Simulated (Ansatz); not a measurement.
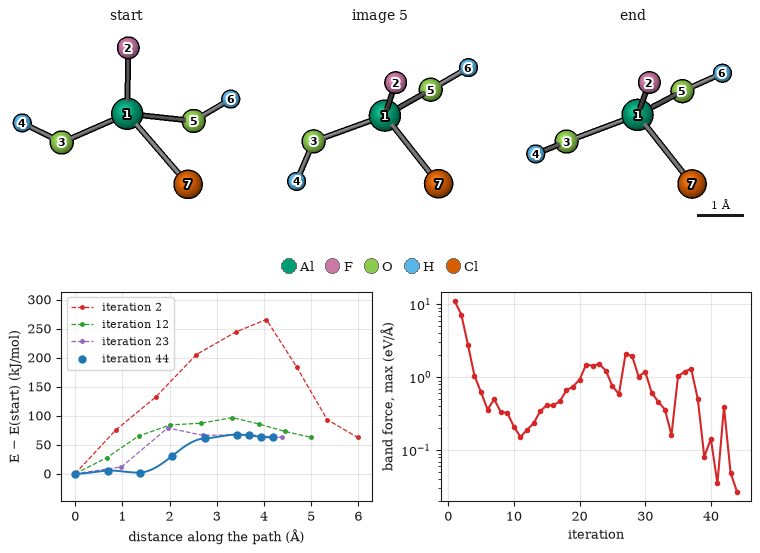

NEB run on AlH2O2ClF (multiplicity 2). Images are numbered from 0 (start) to 8 (end). The plot follows the band through its iterations. A ball-and-stick model, seen face on.

Level of theory: Ansatz 0.2.0, UKS B3LYP/def2-SVP. Settings: 7 movable images; climbing image; force threshold 0.03 eV/Å; iteration limit 60; starting path through a guess of the saddle point.

### Judge this run.

The run is converged, with reservations. The band converged in 44 iterations. The largest component of the band force went from 11 to 0.027 eV/Å. The climbing image converged on the top of the path. Its vibrational analysis gives one imaginary mode (265i cm⁻¹), as a transition state must have. The first iteration put the highest image at 427.3 kJ/mol. The highest point, image 5, lies 67.4 kJ/mol above the start and 4.9 kJ/mol above the end; the end is at +62.5 kJ/mol relative to the start. The profile has 2 maxima (images 1, 5) with a dip at image 2 (+2.0 kJ/mol), so the process runs in steps.

Cost: 11 min on 4 threads of Arm Neoverse V1, on a shared host, peak memory 0.28 GiB.
